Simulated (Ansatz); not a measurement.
## Pressure series in hypothetical Fm-3m WGe2

Take WGe2 (space group Fm-3m, No. 225; a = 6.078 Å; a hypothetical phase, not in the database extracts checked) as the base.

Cell and atoms are relaxed at each pressure.

Level of theory: plane-wave PAW DFT at the r2SCAN level (Ansatz, a first-principles code, 500 eV), scalar-relativistic without spin-orbit coupling.

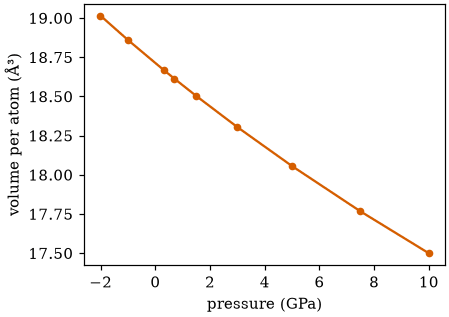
Figure. Volume against pressure

Question: Estimate the zero-pressure bulk modulus from the plot.

Answer: About 130 GPa; a third-order Birch–Murnaghan fit to the points gives V₀ = 18.71 Å³/atom, B₀ = 130 GPa and B₀′ = 4.2.

Load acts through the strain it causes; cell and atoms are relaxed under it. Whether these cells are dynamically stable was not tested. Competing high-pressure phases were not computed. The final runs are not spin-polarised. WGe2 has a high density of states at the Fermi level and may be magnetic at this level.
